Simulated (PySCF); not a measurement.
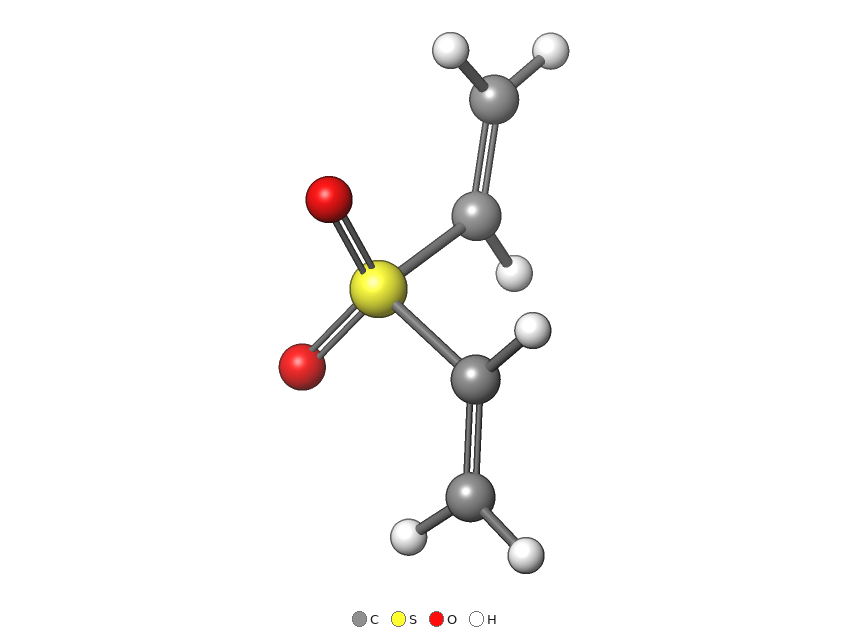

Computed geometry: PBE0-D3(BJ)/def2-SVP optimisation. No frequency run is at hand to confirm it as a minimum.

Draw it as a skeletal formula.

SMILES: C=CS(=O)(=O)C=C

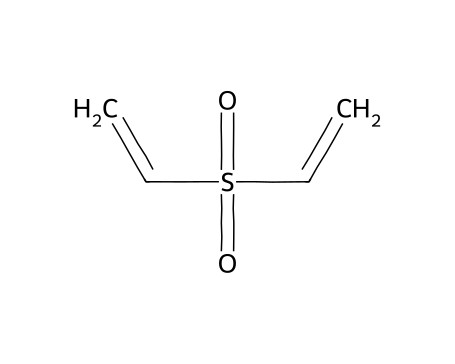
